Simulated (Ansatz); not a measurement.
**C2H3Al (ethynylalumane) at B3LYP/def2-TZVP**

What is the energy change on altering one bond length of C2H3Al (ethynylalumane) at B3LYP/def2-TZVP? 

The results are computed with Ansatz 0.2.0.

37 further runs of the same task are left out: 1 that didn't finish, 36 set aside as unsound or not needed. Runs told in other sessions of the task aren't counted.

### Step 1. The structure to begin with

C2H3Al has 6 atoms, charge 0, and is taken as a singlet. As SMILES, `C#[C][AlH2]`. Geometry: relaxed at PBE0-D4/def2-TZVP.

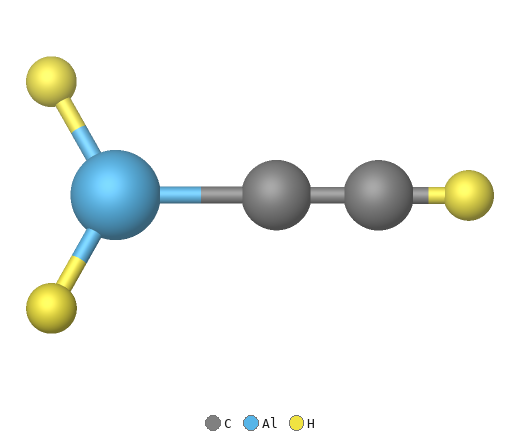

Viewed from a chosen angle; carbon grey, aluminium blue, hydrogen yellow.

### Step 2. The energy at B3LYP/def2-TZVP

Input file run.yaml:

```yaml
crystal:
  periodic: [false, false, false]
  atoms:
    - {symbol: C, position_ang: [-0.792800, -1.637600, -0.298100]}
    - {symbol: C, position_ang: [-0.266100, -0.564200, -0.106200]}
    - {symbol: Al, position_ang: [0.564800, 1.124200, 0.195000]}
    - {symbol: H, position_ang: [-1.257000, -2.583100, -0.467400]}
    - {symbol: H, position_ang: [1.356700, 1.804700, -0.990500]}
    - {symbol: H, position_ang: [0.436600, 1.792000, 1.621000]}
basis:
  gaussian:
    orbitals: def2-TZVP
hamiltonian:
  xc: {name: B3LYP}
accuracy: high
output: {orbitals: {seedname: orbitals}}
```

Launch:

```
$ ansatz run run.yaml --threads 1 --pin off --max-ram 3480MiB --events-out events.jsonl --progress --plain --runs-dir runs
```

The program printed:

```text
Warning: RAYON_NUM_THREADS=1 ignored (pool sized by the plan → 1); use --threads N
Functional definition: B3LYP
  name "B3LYP"
  parameter a0 = 0.2
  parameter ax = 0.72
  parameter ac = 0.81
  exchange = (1 - a0 - ax)*slater_x + ax*b88_x + a0*exact_x
  correlation = (1 - ac)*vwn_rpa_c + ac*lyp_c
1904 factors; integrals over basis functions are off by at most 5.6e-9 eV
mean field evaluation 1: about -8713.4119 eV, gradient 4.9e1 eV
mean field evaluation 2: about -8706.3709 eV, gradient 6.7e1 eV
mean field evaluation 4: about -8719.1899 eV, gradient 1.0e1 eV
mean field evaluation 8: about -8719.4503 eV, gradient 7.2e-2 eV
mean field evaluation 16: about -8719.4503 eV, gradient 2.1e-5 eV
mean field -8719.45034781 eV, -320.4338900262 hartree, gradient 4.2e-9 eV, S^2 0.000000; 0 other end points of the search recorded, 0 dependent functions left out
reference -8719.45038668 eV, -320.4338914548 hartree; 14, 14 occupied and 103, 103 virtual orbitals, 1904 factors
Total energy: -8719.45038668 eV, -320.4338914548 hartree
```

It took 9 s on 1 thread of Intel Xeon Platinum 8259CL at 2.50GHz (Skylake/Cascade Lake), shared host; peak memory 0.33 GiB.

### Step 3. The distorted shape, same level

Input file input.yaml:

```yaml
crystal:
  periodic: [false, false, false]
  atoms:
    - {symbol: C, position_ang: [-1.424834, -2.925668, -0.528378]}
    - {symbol: C, position_ang: [-0.266100, -0.564200, -0.106200]}
    - {symbol: Al, position_ang: [0.564800, 1.124200, 0.195000]}
    - {symbol: H, position_ang: [-1.889034, -3.871168, -0.697678]}
    - {symbol: H, position_ang: [1.356700, 1.804700, -0.990500]}
    - {symbol: H, position_ang: [0.436600, 1.792000, 1.621000]}
basis:
  gaussian:
    orbitals: def2-TZVP
hamiltonian:
  xc: {name: B3LYP}
accuracy: high
output:
  orbitals: {seedname: orbitals}
```

Launch:

```
$ ansatz run input.yaml --threads 1 --pin off --max-ram 3480MiB --events-out events.jsonl --progress --plain --runs-dir runs
```

The program printed, cut to the lines that bear on the results:

```text
Warning: RAYON_NUM_THREADS=1 ignored (pool sized by the plan → 1); use --threads N
[... 7 set-up lines as earlier in the session ...]
1904 factors; integrals over basis functions are off by at most 2.0e-8 eV
mean field evaluation 1: about -8699.8712 eV, gradient 4.1e1 eV
mean field evaluation 2: about -8615.9518 eV, gradient 1.2e2 eV
mean field evaluation 4: about -8705.2311 eV, gradient 1.6e1 eV
mean field evaluation 8: about -8705.2311 eV, gradient 1.6e1 eV
mean field evaluation 16: about -8706.8757 eV, gradient 1.9e-4 eV
mean field evaluation 32: about -8706.6844 eV, gradient 6.7e0 eV
mean field evaluation 64: about -8706.4363 eV, gradient 1.1e0 eV
mean field -8706.87569425 eV, -319.9717800316 hartree, gradient 3.6e-8 eV, S^2 0.000000; 8 other end points of the search recorded, 0 dependent functions left out
reference -8706.87573747 eV, -319.9717816196 hartree; 14, 14 occupied and 103, 103 virtual orbitals, 1904 factors
Total energy: -8706.87573747 eV, -319.9717816196 hartree
```

Run time: 16 s. Hardware: 1 thread of Intel Xeon Platinum 8259CL at 2.50GHz (Skylake/Cascade Lake), shared host; peak memory 0.32 GiB.

### Step 4. Summary of results

Level: B3LYP/def2-TZVP.

```
                                                         quantity          value
                                        first shape: total energy  -320.43389 Eh
                                         first shape: HOMO energy       -7.82 eV
                                         first shape: LUMO energy       -2.07 eV
                                       first shape: HOMO–LUMO gap        5.75 eV
                                    distorted shape: total energy  -319.97178 Eh
                                     distorted shape: HOMO energy       -5.68 eV
                                     distorted shape: LUMO energy       -4.31 eV
                                   distorted shape: HOMO–LUMO gap        1.37 eV
energy change with the C1–C2 bond stretched from 1.211 to 2.664 Å      12.575 eV
```

One bond (distorted shape) is far stretched, which a spin-restricted single reference describes badly; a broken-symmetry solution may lie lower. With the C1–C2 bond stretched from 1.211 to 2.664 Å the energy rises by 12.57 eV (1213 kJ/mol). The first shape isn't relaxed at this level, so the change isn't measured from a minimum. A restricted reference can't describe the breaking bond well at this length.
